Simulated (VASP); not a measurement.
Band structure of CuCl (zinc blende). Level of theory: PBE GGA with D3 dispersion (zero damping), VASP's PBE PAW potentials (set 64) (plane waves; VASP).

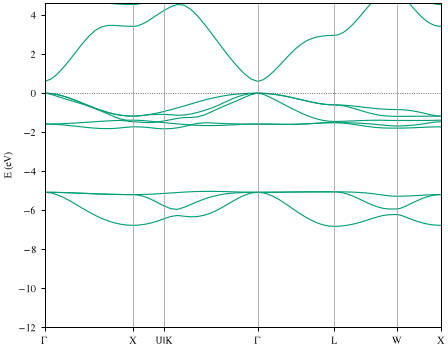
*Bands along high-symmetry lines, zero at the valence-band maximum or, without a gap, the Fermi level*

Task: Read the plot: is there a gap, and where are the band edges?

Result: The gap is direct, 0.60 eV, from the valence maximum at Γ to the conduction minimum at Γ. (Edges off the drawn lines would not show.)

Measured: gap 3.39 eV at 2 K (computed value off by -2.79 eV), as given by arXiv:1206.3780.

The compound is CuCl in the zinc blende structure. It was relaxed first.
